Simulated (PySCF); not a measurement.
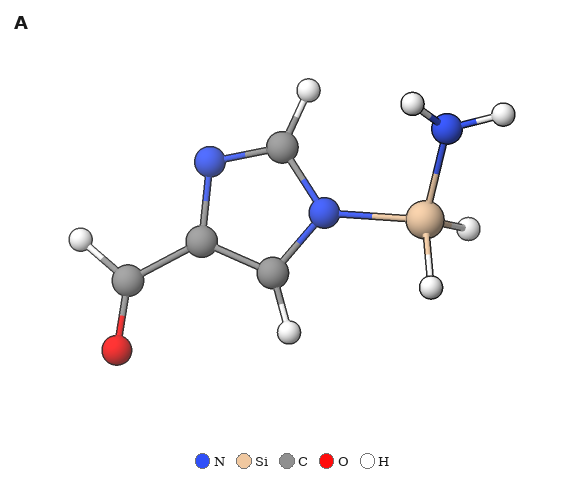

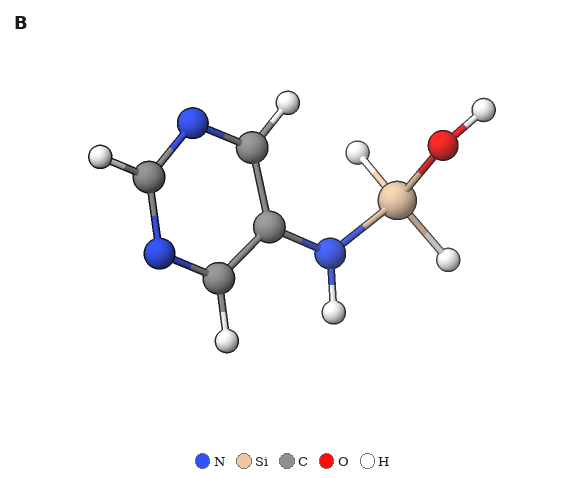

2 stationary structures of one formula. Geometries: GFN2-xTB. Electronic energies: B3LYP/def2-SVPD (PySCF 2.14.0), without zero-point energy. No frequency run is at hand to confirm each as a minimum. Each is one conformer, not always the lowest.

> Are they conformers, stereoisomers or constitutional isomers?

They are constitutional isomers of C4H7N3OSi: A `N[SiH2]n1cnc(C=O)c1`, B `O[SiH2]Nc1cncnc1`.

> Rank them by energy, lowest first.

B is lowest; A lies 46.8 kJ/mol above it.

The geometry is semi-empirical. Around Si such bond lengths and angles can be off by a tenth of an ångström or more and by several degrees, and values that hang on the shape move with them.
